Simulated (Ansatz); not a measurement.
# H8OSi2Sn: a ladder of functionals and wavefunction methods

Aim: compute H8OSi2Sn with functionals from several rungs and with coupled cluster. The yardstick is the atomisation energy at the CCSD(T) limit.

Program: Ansatz 0.2.0, Gaussian basis. Level of theory: functionals in def2-TZVPP, the program's frozen cores in correlated methods. These are calculated values, not measurements.

Levels to be run: PBE-D4, r2SCAN-D4, PBE0-D4, B3LYP-D4, ωB97X-V, ωB97M-V, B2PLYP; CCSD(T)/def2-TZVPP; MP2/def2-QZVPP; extrapolation to the limit.

## (1) The relaxed structure

An earlier PBE0-D4 in a triple-zeta def2 set relaxation fixed the geometry. Sn takes the def2 core potential; no spin-orbit term is included.

SMILES `[SiH3][SiH2][O][SnH3]`, 12 atoms, charge 0, spin multiplicity 1.

Atoms are counted from 1 here; the program's logs count them from 0.

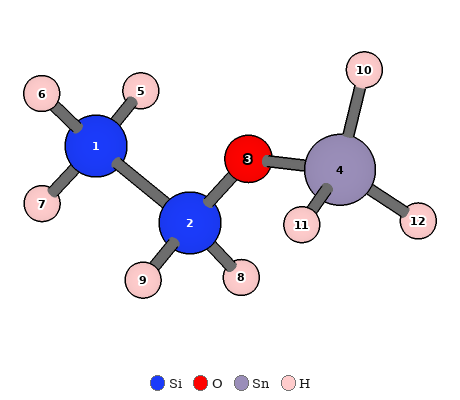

The geometry (silicon blue, oxygen red, tin purple, hydrogen pink); atoms are numbered from 1 in the order of the file.

## (2) PBE-D4 (GGA)

File in.yaml:

```yaml
crystal:
  periodic: [false, false, false]
  atoms:
    - {symbol: Si, position_ang: [-2.339327, 0.800052, 0.687610]}
    - {symbol: Si, position_ang: [-0.642583, -0.537556, -0.216814]}
    - {symbol: O, position_ang: [0.797073, 0.191964, 0.024389]}
    - {symbol: Sn, position_ang: [2.672388, -0.219053, -0.396551]}
    - {symbol: H, position_ang: [-2.367388, 2.137973, 0.035617]}
    - {symbol: H, position_ang: [-2.141715, 0.994418, 2.150170]}
    - {symbol: H, position_ang: [-3.662964, 0.148511, 0.476514]}
    - {symbol: H, position_ang: [-0.900688, -0.757714, -1.673516]}
    - {symbol: H, position_ang: [-0.677495, -1.890360, 0.420192]}
    - {symbol: H, position_ang: [3.529106, 1.105088, 0.234829]}
    - {symbol: H, position_ang: [3.035482, -1.689450, 0.385141]}
    - {symbol: H, position_ang: [2.775013, -0.339274, -2.093580]}
basis:
  gaussian: {orbitals: def2-TZVPP}
hamiltonian: {xc: pbe, dispersion: d4}
output: {forces: true, orbitals: {seedname: orbitals}}
```

Run with:

```console
$ ansatz run in.yaml --threads 4 --pin off --events-out ev --progress --plain --max-ram 10444MiB
```

After this run come: r2SCAN-D4 (meta-GGA); PBE0-D4 (hybrid); B3LYP-D4 (hybrid); ωB97X-V (range-separated); ωB97M-V (range-separated); B2PLYP (double hybrid); CCSD(T) in def2-TZVPP; MP2 in def2-QZVPP.

Before running them: what should the planned runs give, taken together? Wanted: atomisation energy, CCSD(T)/CBS; farthest; mean size of error, hybrid; mean size of error, range-separated; gap, smallest and largest; T1 diagnostic; triples share of the correlation energy.

**Answer**, as computed:

| quantity | value |
| --- | --- |
| atomisation energy, CCSD(T)/CBS | 3486.7 kJ/mol |
| functionals within 34.9 kJ/mol (1.0 %) | ωB97X-V, ωB97M-V |
| farthest | PBE0-D4 (-97.5 kJ/mol) |
| mean size of error, hybrid | 68.8 kJ/mol |
| mean size of error, range-separated | 21.8 kJ/mol |
| gap, smallest and largest | 4.72 eV (PBE-D4), 10.85 eV (ωB97X-V) |
| T1 diagnostic | 0.0137 |
| triples share of the correlation energy | 3.1 % |

In words: PBE-D4 misses by -77.6 kJ/mol. Double hybrids carry the basis error of their MP2 part in triple zeta, and no dispersion term here, so their miss is partly the set-up's. Misses under about 34.9 kJ/mol are within the doubt on the reference itself, which lacks core-valence correlation, spin-orbit coupling and higher excitations, and its outer-core shells are covered unevenly. All levels share the lack of spin-orbit coupling, which lowers the free heavy atoms and so the true binding. Hartree-Fock recovers 73 % of the binding; the rest is correlation. Orbital gaps span 4.7 to 10.9 eV; exact exchange widens them. Correlated methods include outer-core shells of Sn, which these sets cover unevenly.
